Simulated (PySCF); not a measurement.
# C3H9NSi: what the fields show

Input file:

```
{"job": {"kind": "nmr", "xc": "PBE0", "basis": "pcSseg-1"}, "charge": 0, "multiplicity": 1}
C     -1.081705    -1.300819    -0.571664
C     -0.648151    -0.191710     0.009789
C     -1.502890     1.036790     0.060081
Si     1.066929    -0.083941     0.799162
N      2.154524     0.232762    -0.503388
H     -0.483624    -2.196944    -0.608543
H     -2.054275    -1.370219    -1.038733
H     -1.720836     1.291533     1.096780
H     -2.442816     0.892542    -0.470848
H     -0.973985     1.880542    -0.380232
H      1.321541    -1.322103     1.557252
H      1.188615     1.072950     1.688799
H      2.041046    -0.282417    -1.362158
H      3.134949     0.340563    -0.298463
```

Run with:

```sh
OMP_NUM_THREADS=1 python probes_run.py task.json out
```

Geometry: GFN2-xTB.

Level of theory: PBE0/pcSseg-1, SCF density, gas phase, non-relativistic (PySCF 2.14.0).

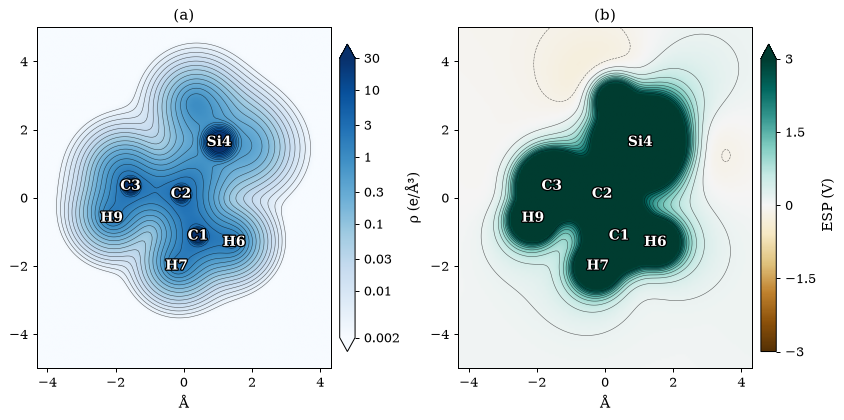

Figure 1. (a) electron density; (b) molecular electrostatic potential on the plane of atoms C2, C1 and H7.

Describe what can be read from this map.

Atoms in the plane: C, Si and H. C–C (1.33 Å): ρ at the midpoint is about 2.3 e/Å³. C–Si (1.89 Å): the density is about 0.94 e/Å³ at the midpoint. C–C (1.50 Å): ρ at the midpoint is about 1.7 e/Å³. C–H (1.08 Å): ρ is about 2 e/Å³ halfway. The potential has no marked negative region in this plane.

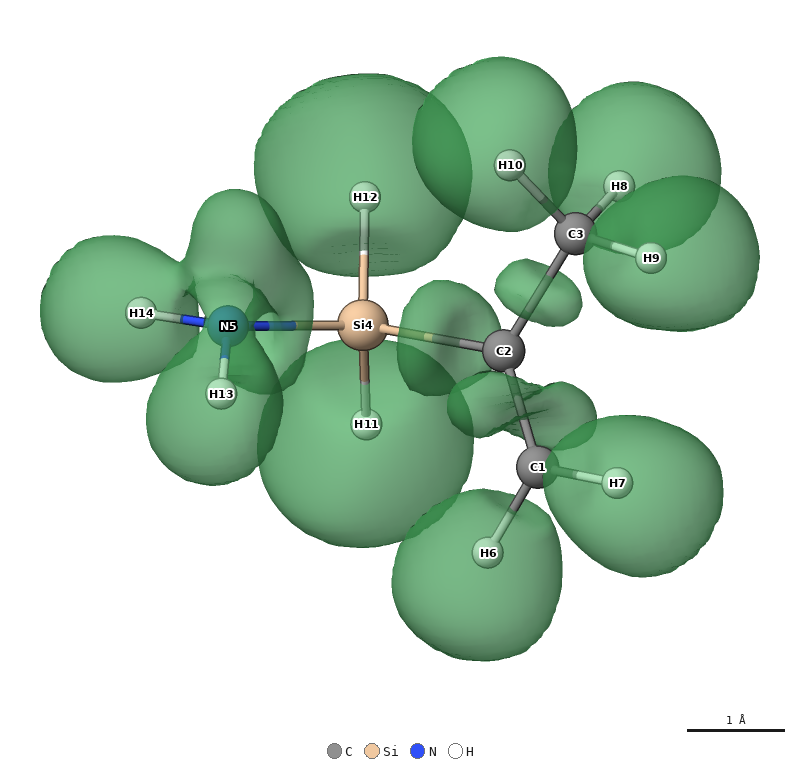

Figure 2. Isosurface of the ELF at 0.8 (green), seen at a tilt. Only the valence region is drawn (cores and ρ < 0.01 e/Å³ removed).

What do the ELF domains correspond to?

At this value the surface marks out two regions between bonded C–C atoms (shared pairs), one region between bonded C–Si atoms (shared pairs), seven regions around hydrogen nuclei and one joined region spread over several atoms (H, N), in which their bonds and any lone pairs are merged. Along the contacts the grid gives the following. C–C (1.33 Å): the ELF peaks at about 0.90 between the atoms; a multiple bond. Si–N (1.73 Å): the ELF peaks at about 0.90 between the atoms, as expected for a shared but strongly polarised pair.

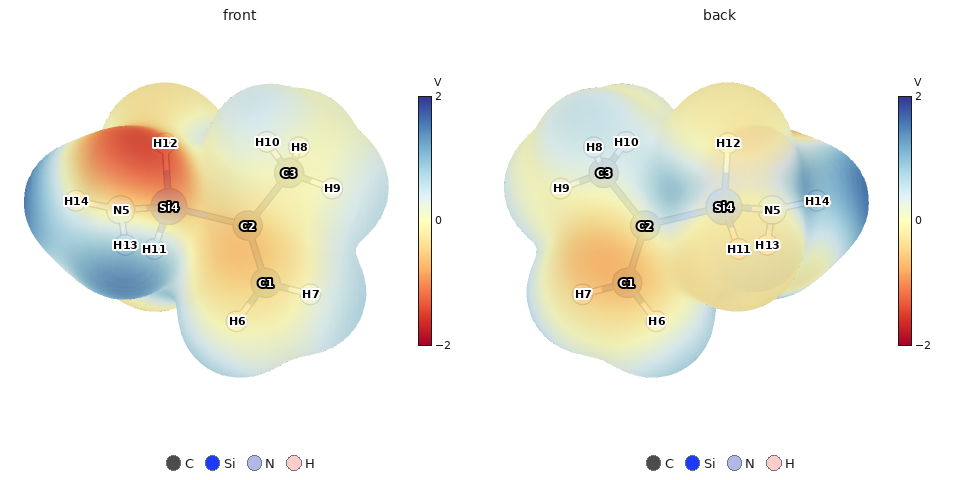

Figure 3. The molecular electrostatic potential painted on the density surface at 0.002 e/bohr³, seen from the front and from behind; red is negative and blue positive.

Describe the electrostatic potential map.

The most negative region (about −1.5 V, or −35 kcal/mol for a unit charge) lies over N5, the most positive (about +1.5 V, or +35 kcal/mol for a unit charge) over H13 and H14. N5 is the likeliest acceptor of a hydrogen bond.

What dipole moment does the calculation give?

Its dipole moment is 0.87 D.
